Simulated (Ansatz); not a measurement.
**CCSDT(Q)/STO-3G run of SiH3Br (SMILES [SiH3]Br)**

Aim: the vertical ionisation energy of SiH3Br at CCSDT(Q)/STO-3G, from 2 runs. 

The calculation is run with Ansatz 0.2.0.

56 further runs of the same task are left out: 6 that didn't finish, 50 set aside as unsound or not needed.

## (1) The structure to begin with

SiH3Br has 5 atoms, charge 0, and is taken as a singlet. As SMILES, `[SiH3]Br`. The shape is that of a PBE0-D4/def2-TZVP optimisation.

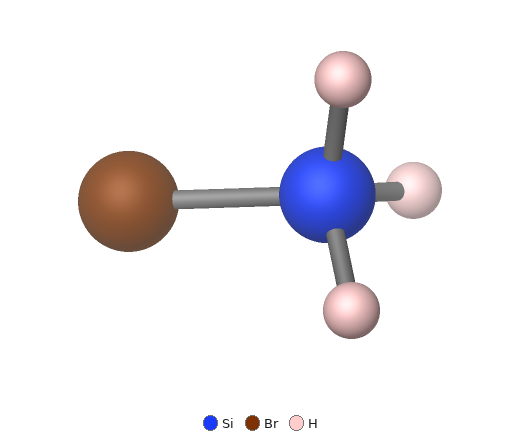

The structure, seen from a chosen angle (silicon blue, bromine brown, hydrogen pink).

## (2) A single-point energy at CCSDT(Q)/STO-3G

job.yaml reads:

```yaml
crystal:
  periodic: [false, false, false]
  atoms:
    - symbol: Si
      position_ang: [-0.147420, 0.056100, -0.043220]
    - symbol: Br
      position_ang: [1.853020, -0.705130, 0.543250]
    - symbol: H
      position_ang: [-1.064550, -0.105170, 1.107850]
    - symbol: H
      position_ang: [-0.625550, -0.731350, -1.202270]
    - symbol: H
      position_ang: [-0.015510, 1.485560, -0.405610]
basis:
  gaussian: {orbitals: STO-3G}
total_charge: 0
correlation: {method: ccsdt_q, frozen_orbitals: {Br: 9, H: 0, Si: 5}}
accuracy: high
scf: {omitted_lower_state_checks: [cluster_reference, increment]}
```

The run is started by

```bash
ansatz run job.yaml --threads 1 --pin off --max-ram 3480MiB --events-out events.jsonl --progress --plain --runs-dir runs
```

Standard output, cut to the lines that bear on the results:

```text
Warning: RAYON_NUM_THREADS=1 ignored (pool sized by the plan → 1); use --threads N
Functional definition: HF
  name "HF"
[...]
441 factors; integrals over basis functions are off by at most 9.1e-9 eV
[...]
mean field -77064.05251989 eV, -2832.0516942151 hartree, gradient 3.4e-8 eV, S^2 0.000000; 0 other end points of the search recorded, 0 dependent functions left out
14 core orbitals not correlated: weight in the atoms' cores, before any rotation towards them, 1.000 or more for the frozen orbitals, at most 0.000 for the correlated occupied ones
reference -77064.05251989 eV, -2832.0516942151 hartree; 12, 12 occupied and 4, 4 virtual orbitals, 441 factors
second order -1.25623261 eV of doubles, -0.00000000 eV of singles
cycle   1  -1.62396713 eV  change   -3.7e-1 eV  update   5.3e-2
[...]
cycle  18  -1.85024339 eV  change    1.8e-9 eV  update   2.4e-9
perturbative correction -0.00026565 eV, -0.0000097623 hartree
Total energy: -77065.90302893 eV, -2832.1196991678 hartree
Checks for a lower state left out: cluster_reference, increment
```

Wall time 1.3 s (1 thread of Arm Neoverse V1, shared host); peak memory 0.11 GiB.

## (3) The doublet cation at the same level

job.yaml reads:

```yaml
crystal:
  periodic: [false, false, false]
  atoms:
    - {symbol: Si, position_ang: [-0.147420, 0.056100, -0.043220]}
    - {symbol: Br, position_ang: [1.853020, -0.705130, 0.543250]}
    - {symbol: H, position_ang: [-1.064550, -0.105170, 1.107850]}
    - {symbol: H, position_ang: [-0.625550, -0.731350, -1.202270]}
    - {symbol: H, position_ang: [-0.015510, 1.485560, -0.405610]}
basis:
  gaussian: {orbitals: STO-3G}
magnetization: {spin_polarized: true, initial_magnetization: 1}
scf: {omitted_lower_state_checks: [cluster_reference, increment]}
correlation: {method: ccsdt_q, frozen_orbitals: {Br: 9, H: 0, Si: 5}}
accuracy: high
total_charge: 1
```

The run is started by

```bash
ansatz run job.yaml --threads 1 --pin off --max-ram 3480MiB --events-out events.jsonl --progress --plain --runs-dir runs
```

Standard output, cut to the lines that bear on the results:

```text
Warning: RAYON_NUM_THREADS=1 ignored (pool sized by the plan → 1); use --threads N
Functional definition: HF
  name "HF"
[...]
441 factors; integrals over basis functions are off by at most 9.1e-9 eV
[...]
mean field -77056.48614548 eV, -2831.7736350840 hartree, gradient 4.8e-8 eV, S^2 0.752275; 10 other end points of the search recorded, 0 dependent functions left out
14 core orbitals not correlated: weight in the atoms' cores, before any rotation towards them, 1.000 or more for the frozen orbitals, at most 0.000 for the correlated occupied ones
reference -77056.48614548 eV, -2831.7736350840 hartree; 12, 11 occupied and 4, 5 virtual orbitals, 441 factors
second order -1.20736750 eV of doubles, -0.00000000 eV of singles
cycle   1  -1.58073926 eV  change   -3.7e-1 eV  update   5.5e-2
[...]
cycle  23  -1.83207964 eV  change   -1.8e-9 eV  update   1.9e-9
perturbative correction -0.00052593 eV, -0.0000193277 hartree
Total energy: -77058.31875105 eV, -2831.8409820965 hartree
Checks for a lower state left out: cluster_reference, increment
```

Wall time 11 s (1 thread of Arm Neoverse V1, shared host); peak memory 0.37 GiB.

## (4) What came out

Level: CCSDT(Q)/STO-3G, 14 core orbitals frozen.

| quantity | value |
| --- | --- |
| singlet SiH3Br: total energy | -2832.11970 Eh |
| singlet SiH3Br: correlation energy (14 core orbitals frozen) | -68.0 mEh |
| singlet SiH3Br: T1 diagnostic | 0.003 |
| doublet cation: total energy | -2831.84098 Eh |
| doublet cation: correlation energy (14 core orbitals frozen) | -67.3 mEh |
| doublet cation: ⟨S²⟩ of the reference determinant | 0.752 |
| doublet cation: T1 diagnostic | 0.010 |
| vertical ionisation energy (to the doublet cation) | 7.584 eV |

In words: Removing an electron at fixed nuclei costs 7.58 eV (732 kJ/mol). In a minimal basis such a difference can be off by several eV, whatever the method.
